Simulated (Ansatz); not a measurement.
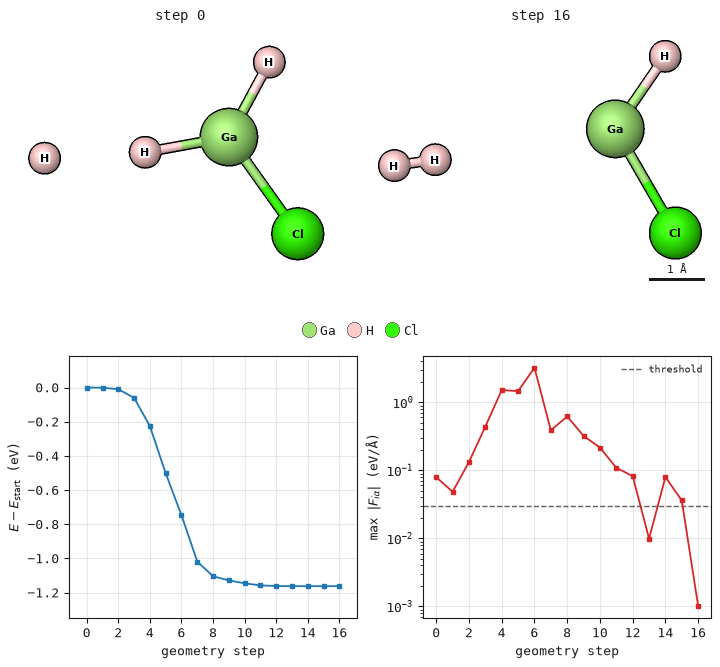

First and last geometry of a relaxation of GaH₃Cl (multiplicity 2), with the history of the run. Style: ball-and-stick. Shown at a tilt.

The run prepares an end point of a later path (reaction) calculation, from a guessed geometry.

Method: UKS B3LYP-D4/def2-SVP in Ansatz.

Input
```yaml
crystal:
  periodic: [false, false, false]
  atoms:
    - { symbol: Ga, position_ang: [-0.034797, 0.0, -0.066496] }
    - { symbol: H, position_ang: [0.083222, 0.0, 1.49993] }
    - { symbol: Cl, position_ang: [1.850508, 0.0, -1.137272] }
    - { symbol: H, position_ang: [-1.320058, 0.0, -0.958263] }
    - { symbol: H, position_ang: [0.001325, 0.0, 3.3571] }
magnetization:
  spin_polarized: true
  initial_magnetization: 1
basis:
  gaussian: { orbitals: def2-SVP }
hamiltonian:
  xc: b3lyp
  dispersion: d4
relax:
  f_tol: 0.03
  max_steps: 50
output:
  orbitals: {}
```

Launched with:
```bash
ansatz run input.yaml --threads 1 --pin off --max-ram 2048MiB --backend cpu --events-out ev --progress --plain --runs-dir out
```

Question: Read the history and describe the run.

Answer: It converged. The atom that moves furthest after the best rigid fit is H2 (1.30 Å). Largest moves by element: H 1.30 Å, Ga 0.51 Å, Cl 0.33 Å. Near-neighbour distances that change, for instance: Ga1–H2 1.571 → 3.372 Å, H2–H5 1.859 → 0.762 Å, Ga1–H4 1.564 → 1.620 Å, Ga1–Cl3 2.168 → 2.195 Å. New bonds form, among them: H2–H5 (1.86 → 0.76 Å). Bonds break, among them: Ga1–H2 (1.57 → 3.37 Å). After 16 geometry steps the energy has fallen by 1.162 eV. Largest force component: 0.079 eV/Å at the start, 0.001 eV/Å at the end. The forces were under the threshold at step 13, but the run went on from there.
